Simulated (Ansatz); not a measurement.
**Geometry relaxation of Si₂NH₆ (charge +1) (part 1 of 2)**

Si₂NH₆, charge +1, computed with RKS PBE-D4/def2-SVP (Ansatz 0.2.0).

Figures and captions count atoms from 1; the log counts them from 0 in places.

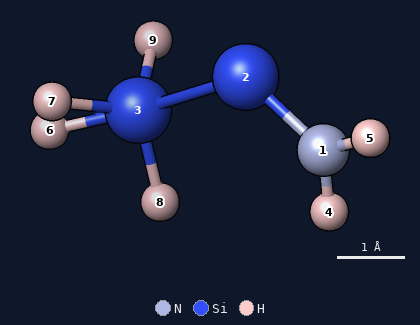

The starting structure (ball-and-stick view, seen at a tilt; atoms are numbered from 1 in the order of the input). Bond lengths as drawn: H–N 1.01 Å, H–Si 1.42 to 1.48 Å, N–Si 1.65 Å and Si–Si 2.36 Å.

The input
```yaml
crystal:
  periodic: [false, false, false]
  atoms:
    - {symbol: N, position_ang: [-0.971759, 0.970903, -1.233480]}
    - {symbol: Si, position_ang: [0.188646, 0.814724, -0.070726]}
    - {symbol: Si, position_ang: [0.610966, -1.254571, 0.974539]}
    - {symbol: H, position_ang: [-1.554028, 0.209553, -1.557485]}
    - {symbol: H, position_ang: [-1.180526, 1.843178, -1.703680]}
    - {symbol: H, position_ang: [1.419239, -2.398615, 1.207468]}
    - {symbol: H, position_ang: [2.033047, -1.517047, 0.662781]}
    - {symbol: H, position_ang: [-0.342079, -2.193278, 0.345912]}
    - {symbol: H, position_ang: [0.353846, -0.979513, 2.405177]}
basis:
  gaussian: {orbitals: def2-SVP}
total_charge: 1
hamiltonian: {xc: pbe, dispersion: d4}
relax: {f_tol: 0.03, max_steps: 250}
```

Run on 2 threads of Arm Neoverse V1, 23 GiB of memory available, shared host.

Launch command:
```bash
ansatz run in.yaml --threads 2 --pin off --events-out ev --progress --plain --max-ram 4352MiB
```

Log
```
Functional definition: PBE
  name "PBE"
  cite "Perdew, Burke & Ernzerhof, Phys. Rev. Lett. 77, 3865 (1996) doi:10.1103/PhysRevLett.77.3865"
  parent pbe
  parameter kappa = 0.804
  parameter beta = 0.06672455060314922
  exchange = pbe_x(kappa = kappa, mu = beta*pi^2/3)
  correlation = pbe_c(beta = beta)
912 factors; their error is unknown
mean field evaluation 1: about -17299.7286 eV, gradient 8.6e1 eV
mean field evaluation 2: about -17235.4641 eV, gradient 1.5e2 eV
mean field evaluation 4: about -17314.9924 eV, gradient 1.6e1 eV
mean field evaluation 8: about -17315.9959 eV, gradient 2.3e-1 eV
mean field evaluation 16: about -17315.9202 eV, gradient 2.1e-3 eV
mean field -17315.92015009 eV, -636.3483283636 hartree, gradient 2.0e-5 eV, S^2 0.000000; 0 other end points of the search recorded, 0 dependent functions left out
the calculation of the forces begins
reference -17315.92018343 eV, -636.3483295888 hartree; 20, 20 occupied and 60, 60 virtual orbitals, 912 factors
relax step   1: F+E_penalty+E_count = -17316.06752604 eV  Δ(F+E_penalty+E_count) = +0.000e0 eV  max|allowed force component| = 3.007e0 eV/Å  Δτ_max = 0.0000 Å  (29 SCF iters, accepted)
these checks for a lower state are left out or cut short: starts, cluster_reference, orbital_swaps, neighbouring_geometries, increment
912 factors; their error is unknown
mean field -17316.69395867 eV, -636.3767653044 hartree, gradient 9.7e-6 eV, S^2 0.000000; 0 other end points of the search recorded, 0 dependent functions left out
[... from here on the field's lines of each further geometry are left out, up to the last ...]
relax step   2: F+E_penalty+E_count = -17316.83950408 eV  Δ(F+E_penalty+E_count) = -7.720e-1 eV  max|allowed force component| = 1.219e0 eV/Å  Δτ_max = 0.1943 Å  (30 SCF iters, accepted)
relax step   3: F+E_penalty+E_count = -17317.06899170 eV  Δ(F+E_penalty+E_count) = -2.295e-1 eV  max|allowed force component| = 7.739e-1 eV/Å  Δτ_max = 0.1944 Å  (36 SCF iters, accepted)
relax step   4: F+E_penalty+E_count = -17317.28921364 eV  Δ(F+E_penalty+E_count) = -2.202e-1 eV  max|allowed force component| = 1.448e0 eV/Å  Δτ_max = 0.1911 Å  (29 SCF iters, accepted)
relax step   5: F+E_penalty+E_count = -17317.59827815 eV  Δ(F+E_penalty+E_count) = -3.091e-1 eV  max|allowed force component| = 1.811e0 eV/Å  Δτ_max = 0.1957 Å  (30 SCF iters, accepted)
relax step   6: F+E_penalty+E_count = -17317.93111431 eV  Δ(F+E_penalty+E_count) = -3.328e-1 eV  max|allowed force component| = 1.493e0 eV/Å  Δτ_max = 0.1935 Å  (29 SCF iters, accepted)
relax step   7: F+E_penalty+E_count = -17318.29911564 eV  Δ(F+E_penalty+E_count) = -3.680e-1 eV  max|allowed force component| = 1.158e0 eV/Å  Δτ_max = 0.1948 Å  (28 SCF iters, accepted)
relax step   8: F+E_penalty+E_count = -17318.53491884 eV  Δ(F+E_penalty+E_count) = -2.358e-1 eV  max|allowed force component| = 6.797e-1 eV/Å  Δτ_max = 0.1946 Å  (27 SCF iters, accepted)
relax step   9: F+E_penalty+E_count = -17318.68518989 eV  Δ(F+E_penalty+E_count) = -1.503e-1 eV  max|allowed force component| = 4.156e-1 eV/Å  Δτ_max = 0.2000 Å  (27 SCF iters, accepted)
relax step  10: F+E_penalty+E_count = -17318.74036114 eV  Δ(F+E_penalty+E_count) = -5.517e-2 eV  max|allowed force component| = 5.389e-1 eV/Å  Δτ_max = 0.1943 Å  (27 SCF iters, accepted)
relax step  11: F+E_penalty+E_count = -17318.76425915 eV  Δ(F+E_penalty+E_count) = -2.390e-2 eV  max|allowed force component| = 7.676e-1 eV/Å  Δτ_max = 0.1665 Å  (27 SCF iters, accepted)
relax step  12: F+E_penalty+E_count = -17318.79643678 eV  Δ(F+E_penalty+E_count) = -3.218e-2 eV  max|allowed force component| = 3.182e-1 eV/Å  Δτ_max = 0.1997 Å  (28 SCF iters, accepted)
relax step  13: F+E_penalty+E_count = -17318.79030346 eV  Δ(F+E_penalty+E_count) = +6.133e-3 eV  max|allowed force component| = 6.776e-1 eV/Å  Δτ_max = 0.1897 Å  (27 SCF iters, rejected (line search))
relax step  14: F+E_penalty+E_count = -17318.81285542 eV  Δ(F+E_penalty+E_count) = -1.642e-2 eV  max|allowed force component| = 8.816e-2 eV/Å  Δτ_max = 0.0949 Å  (26 SCF iters, accepted)
relax step  15: F+E_penalty+E_count = -17318.82064142 eV  Δ(F+E_penalty+E_count) = -7.786e-3 eV  max|allowed force component| = 4.324e-2 eV/Å  Δτ_max = 0.1000 Å  (27 SCF iters, accepted)
relax step  16: F+E_penalty+E_count = -17318.81828219 eV  Δ(F+E_penalty+E_count) = +2.359e-3 eV  max|allowed force component| = 3.856e-1 eV/Å  Δτ_max = 0.1465 Å  (28 SCF iters, rejected (line search))
relax step  17: F+E_penalty+E_count = -17318.82333610 eV  Δ(F+E_penalty+E_count) = -2.695e-3 eV  max|allowed force component| = 6.902e-2 eV/Å  Δτ_max = 0.0732 Å  (28 SCF iters, accepted)
relax step  18: F+E_penalty+E_count = -17318.82393047 eV  Δ(F+E_penalty+E_count) = -5.944e-4 eV  max|allowed force component| = 1.414e-1 eV/Å  Δτ_max = 0.0723 Å  (28 SCF iters, accepted)
relax step  19: F+E_penalty+E_count = -17318.82684271 eV  Δ(F+E_penalty+E_count) = -2.912e-3 eV  max|allowed force component| = 1.484e-2 eV/Å  Δτ_max = 0.0438 Å  (27 SCF iters, accepted)
relax step  20: F+E_penalty+E_count = -17318.82726600 eV  Δ(F+E_penalty+E_count) = -4.233e-4 eV  max|allowed force component| = 1.639e-2 eV/Å  Δτ_max = 0.0378 Å  (28 SCF iters, accepted)
the calculation of the forces begins
reference -17318.68454000 eV, -636.4499178192 hartree; 20, 20 occupied and 60, 60 virtual orbitals, 912 factors
relax step  21: F+E_penalty+E_count = -17318.82743975 eV  Δ(F+E_penalty+E_count) = -1.737e-4 eV  max|allowed force component| = 2.738e-2 eV/Å  Δτ_max = 0.0322 Å  (28 SCF iters, accepted)
```

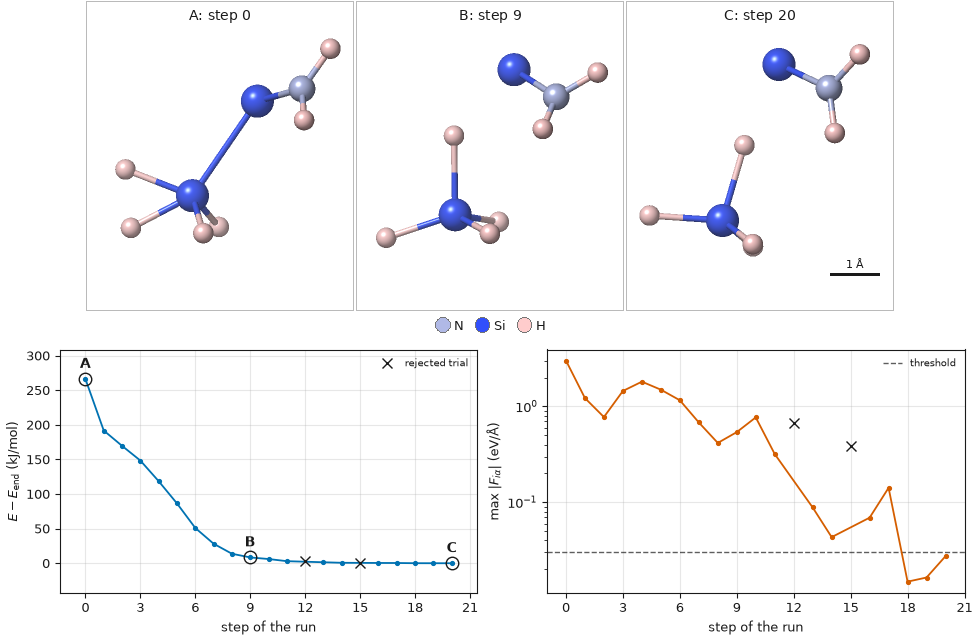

Frames of the relaxation (ball-and-stick view, seen at a tilt) above the curves, on which the letters mark them (the first geometry is step 0 here and step 1 in the log).

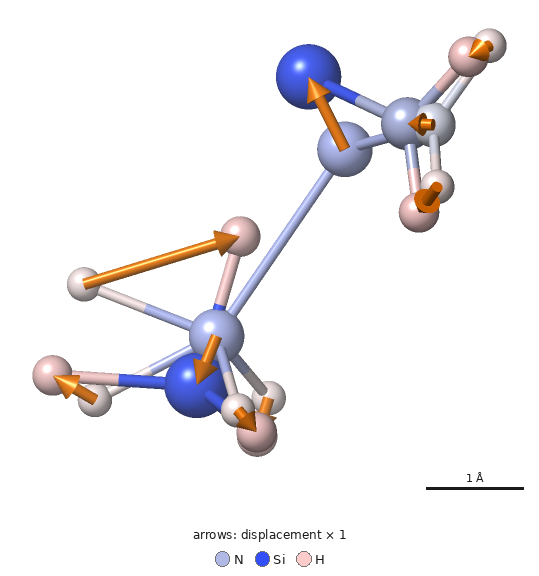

Start (faint) and end (solid) with the displacements as orange arrows, at true length (ball-and-stick view, seen at a tilt). The two geometries are laid on each other by the best rigid fit. The largest move after the best rigid fit is that of H7, 1.70 Å. By element the largest moves are H 1.70 Å, Si 0.84 Å, N 0.29 Å. Among the contacts that change: Si2–Si3 2.356 → 3.395 Å, Si3–H7 1.479 → 1.603 Å, Si3–H6 1.420 → 1.494 Å, N1–Si2 1.650 → 1.702 Å. Bonds break: Si2–Si3 (2.36 → 3.40 Å). Among the angles that change: H6–Si3–H7 49.0° → 102.3°, H6–Si3–H8 85.7° → 115.5°, H6–Si3–H9 95.2° → 116.5°. The energy falls by 266.3 kJ/mol in 20 geometry steps. Largest force component: 3 eV/Å at the start, 0.027 eV/Å at the end. The line search rejected the trial steps at points 12, 15 (counted from 0) and went back. (Atoms are counted from 1 in the order of the input.)

```
912 factors; their error is unknown
mean field -17318.68450487 eV, -636.4499165280 hartree, gradient 1.9e-5 eV, S^2 0.000000; 1 other end points of the search recorded, 0 dependent functions left out
the calculation of the forces begins
reference -17318.68454000 eV, -636.4499178192 hartree; 20, 20 occupied and 60, 60 virtual orbitals, 912 factors
Total energy: -17318.82747488 eV, -636.4551705791 hartree
Atom 0 at    -0.628230     0.885374    -1.212312 Å, force     0.027376    -0.005583     0.022638 eV/Å
Atom 1 at     0.878038     1.167176    -0.470877 Å, force    -0.011460     0.008610    -0.012958 eV/Å
Atom 2 at     0.497906    -1.761024     1.205571 Å, force     0.011389    -0.011239    -0.002987 eV/Å
Atom 3 at    -1.286017     0.101312    -1.113667 Å, force    -0.010254    -0.019849    -0.000516 eV/Å
Atom 4 at    -1.001630     1.575586    -1.882514 Å, force     0.001392     0.018604    -0.009270 eV/Å
Atom 5 at     1.773206    -2.514067     1.008882 Å, force    -0.027016     0.012229     0.004721 eV/Å
Atom 6 at     0.806339    -0.370903     0.470166 Å, force    -0.001097     0.008354    -0.004629 eV/Å
Atom 7 at    -0.674863    -2.266046     0.425115 Å, force     0.007017    -0.002577     0.012943 eV/Å
Atom 8 at     0.192603    -1.322074     2.600142 Å, force     0.002654    -0.008550    -0.009942 eV/Å
Dipole moment:    -0.213363     0.144834    -0.224239 e Å
```

Trajectory as extended XYZ (Å, eV, eV/Å), 21 frames, from step=1 to step=21
```
9
Properties=species:S:1:pos:R:3:forces:R:3 step=1 energy=-17316.06753
N    -0.9718    0.9709   -1.2335   -0.6309  -1.1727  -0.3834
Si    0.1886    0.8147   -0.0707    1.4575   2.8975   0.6038
Si    0.6110   -1.2546    0.9745   -2.3945   0.8091   0.6189
H    -1.5540    0.2096   -1.5575   -0.5789  -0.4648  -0.6033
H    -1.1805    1.8432   -1.7037   -0.1644   0.7167  -0.2224
H     1.4192   -2.3986    1.2075    1.5304  -3.0068   0.6690
H     2.0330   -1.5170    0.6628    1.0363   0.2404  -0.6170
H    -0.3421   -2.1933    0.3459   -0.2472  -0.2743  -0.3107
H     0.3538   -0.9795    2.4052   -0.0082   0.2549   0.2450
9
Properties=species:S:1:pos:R:3:forces:R:3 step=2 energy=-17316.83950
N    -0.9485    0.9605   -1.2394   -0.2520  -0.6053  -0.0073
Si    0.2427    0.9999   -0.0472    0.5614   1.2194   0.0817
Si    0.5770   -1.2764    0.9894   -0.9257   0.1655   0.2970
H    -1.5061    0.1514   -1.5386   -0.0678  -0.0207  -0.2457
H    -1.2426    1.8231   -1.7173   -0.0554   0.0802  -0.0138
H     1.4225   -2.5072    1.2290    0.6667  -1.1460   0.3062
H     2.0345   -1.4885    0.6112    0.2542   0.2090  -0.3350
H    -0.3703   -2.2125    0.3195   -0.1634   0.0110  -0.1916
H     0.3483   -0.9551    2.4239   -0.0181   0.0870   0.1084
9
Properties=species:S:1:pos:R:3:forces:R:3 step=3 energy=-17317.06899
N    -0.9873    0.9441   -1.1320    0.4788  -0.5823  -0.4262
Si    0.3599    1.1534   -0.0692   -0.4881   0.1190  -0.3539
Si    0.5235   -1.2995    1.0089    0.2512  -0.6910   0.0904
H    -1.3771    0.0540   -1.5379    0.2071   0.7739   0.4358
H    -1.2749    1.7561   -1.7198   -0.0552  -0.2730   0.3270
H     1.4448   -2.5738    1.2607   -0.0091  -0.0165   0.0907
H     1.9895   -1.4120    0.5066   -0.2826   0.3214  -0.1035
H    -0.4467   -2.1711    0.2634   -0.0606   0.2547  -0.0262
H     0.3256   -0.9559    2.4499   -0.0415   0.0938  -0.0341
9
Properties=species:S:1:pos:R:3:forces:R:3 step=4 energy=-17317.28921
N    -0.8799    0.8884   -1.1738   -0.0561   0.2706  -0.1056
Si    0.4107    1.1630   -0.0593   -0.4922  -0.0404  -0.4741
Si    0.5030   -1.3609    1.0398    1.0899  -1.4484  -0.0038
H    -1.3250    0.0034   -1.5086    0.2818   0.5521   0.1917
H    -1.3250    1.7253   -1.6447    0.3728  -0.7658   0.3872
H     1.4622   -2.6205    1.2974   -0.4663   0.2444   0.0831
H     1.9333   -1.2657    0.3972   -0.6658   0.5731  -0.0336
H    -0.5272   -2.0990    0.2197    0.0326   0.3930   0.0985
H     0.3053   -0.9386    2.4627   -0.0966   0.2213  -0.1434
9
Properties=species:S:1:pos:R:3:forces:R:3 step=5 energy=-17317.59828
N    -0.8421    0.8518   -1.1571   -0.4788   0.9220  -0.4337
Si    0.4335    1.1311   -0.0524   -0.1756   0.1249  -0.2573
Si    0.5183   -1.4420    1.0665    1.5304  -1.8107  -0.1678
H    -1.2798   -0.0227   -1.5001    0.1432   0.2069   0.0604
H    -1.3261    1.7000   -1.6080    0.6648  -1.1563   0.6038
H     1.4560   -2.6870    1.3456   -0.6517   0.3462   0.0422
H     1.8823   -1.1050    0.2979   -1.1079   0.5687   0.1640
H    -0.5790   -2.0311    0.1873    0.2130   0.5011   0.2833
H     0.2943   -0.8998    2.4508   -0.1373   0.2971  -0.2950
```
